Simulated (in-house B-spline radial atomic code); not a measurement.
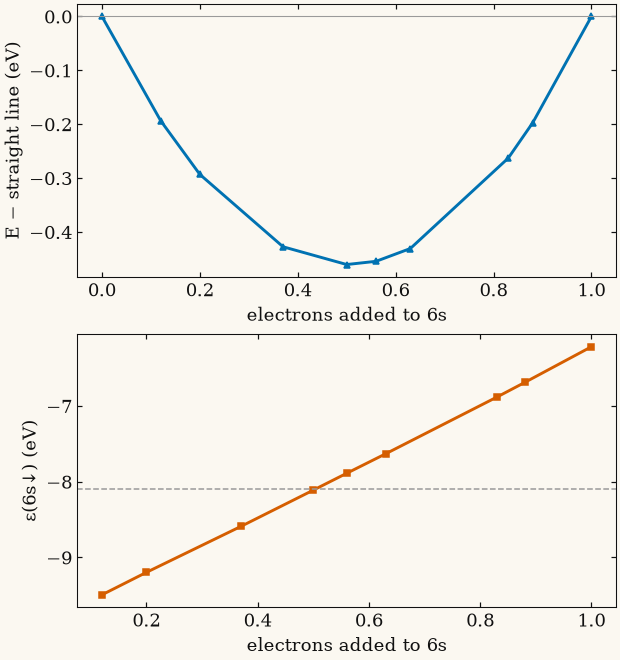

Computed with an in-house B-spline radial code: scalar-relativistic (spin-free one-electron X2C) r2SCAN0, spin-polarised, spherical fractional occupations, Fermi nucleus, basis-set limit. The occupation of the 6s shell is varied from Os⁺ ([Xe] 4f14 5d6 6s1 (high spin)) to Os ([Xe] 4f14 5d6 6s2 (high spin)), with spherical fractional occupations. The plot shows the total energy less the straight line between the end points, and the eigenvalue of 6s↓ (the dashed line is minus the energy to take the whole electron out).

> Is the energy convex or concave in the occupation, and by how much?

The curve is convex (below the straight line), with the largest deviation among the points computed, −0.46 eV, at 0.5. The end points differ by 8.10 eV, the energy to take the electron out. The eigenvalue, which is the slope of the energy (Janak's theorem), moves from −9.49 eV at 0.12 to −6.22 eV at 1; for a straight line it would stay constant, and a parabola would sag by an eighth of this change, scaled to a whole electron, 0.47 eV. Convexity is the delocalisation error: fractional charges are too low in energy. Exact exchange at spherical fractional occupations leaves self-interaction in partly filled shells, which adds to the curvature.
